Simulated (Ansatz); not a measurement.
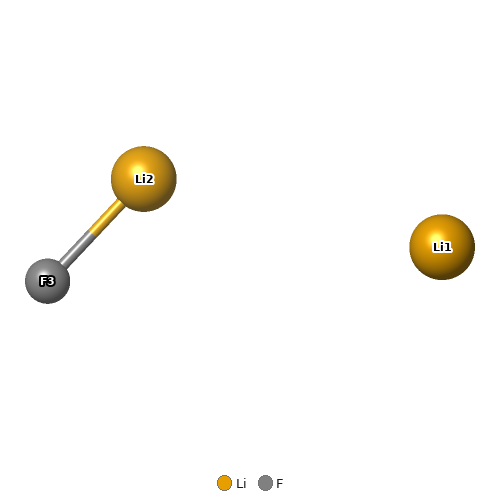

The system is Li + LiF, spin multiplicity 2; the picture shows the reference structure. 
- The first coordinate is: distance Li1–Li2; the second: distance Li2–F3.
- Nothing is relaxed (the angle Li1–Li2–F3 is fixed at 120 degrees).
- The scan uses a 17 × 17 grid.
- Points are written as (first, second).
- Energies are in kcal/mol, from the lowest grid point.
- The D4 coefficients can switch as the alkali atoms part, which puts small steps into the map.
- Level of theory: UKS PBE0-D4/def2-SVPD in Ansatz 0.2.0.

Its coordinates:

```xyz
3

Li   -3.4240    0.0000    0.0000
Li    0.0000    0.0000    0.0000
F     0.7790    1.3493    0.0000
```

Range: distance Li1–Li2 from 2.048 to 4.048 Å; distance Li2–F3 from 1.504 to 3.504 Å.

Question: What landscape does the calculation give?

Answer: The lowest grid point is at (3.424 Å, 1.558 Å). The highest grid point, (2.048 Å, 3.504 Å), lies 93 kcal/mol above the lowest.

| distance Li2–F3 ↓, distance Li1–Li2 → | 2.048 | 2.182 | 2.378 | 2.607 | 2.860 | 3.134 | 3.424 | 3.729 | 4.048 |
| --- | --- | --- | --- | --- | --- | --- | --- | --- | --- |
| 3.343 | 89 | 83 | 77 | 72 | 70 | 70 | 68 | 70 | 72 |
| 3.031 | 80 | 74 | 67 | 63 | 61 | 60 | 59 | 60 | 62 |
| 2.733 | 68 | 62 | 57 | 53 | 50 | 50 | 48 | 49 | 51 |
| 2.451 | 55 | 50 | 44 | 40 | 38 | 38 | 37 | 37 | 39 |
| 2.187 | 41 | 36 | 31 | 27 | 25 | 25 | 25 | 25 | 27 |
| 1.945 | 28 | 23 | 18 | 14 | 12 | 12 | 12 | 13 | 14 |
| 1.731 | 18 | 13 | 8 | 5 | 3 | 3 | 2 | 3 | 4 |
| 1.558 | 15 | 10 | 6 | 3 | 1 | 0 | 0 | 0 | 1 |

The table holds every second grid line.

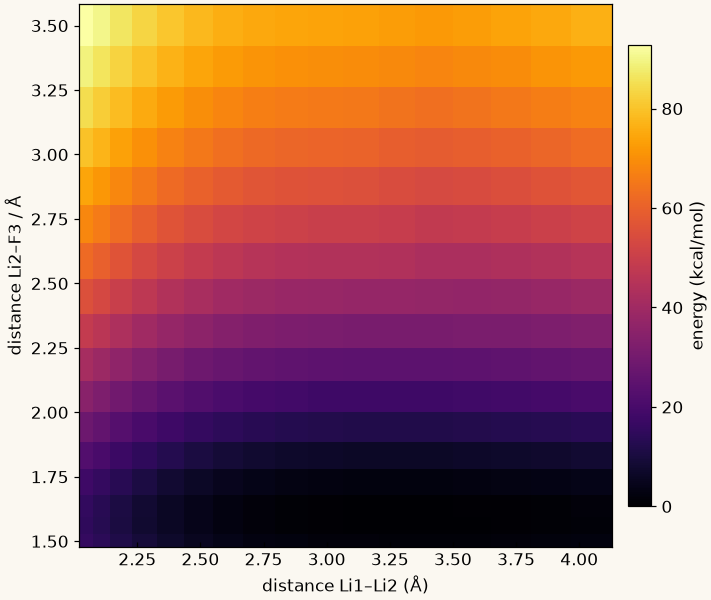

Drawn: one coloured cell a grid point.

Each point was launched as `ansatz run input.yaml --threads 1 --pin off --max-ram 2560MiB --backend cpu --events-out ev --progress --plain --runs-dir out`. The whole map (289 points run) took 11 min on 1 thread of Arm Neoverse V1, on a shared host.
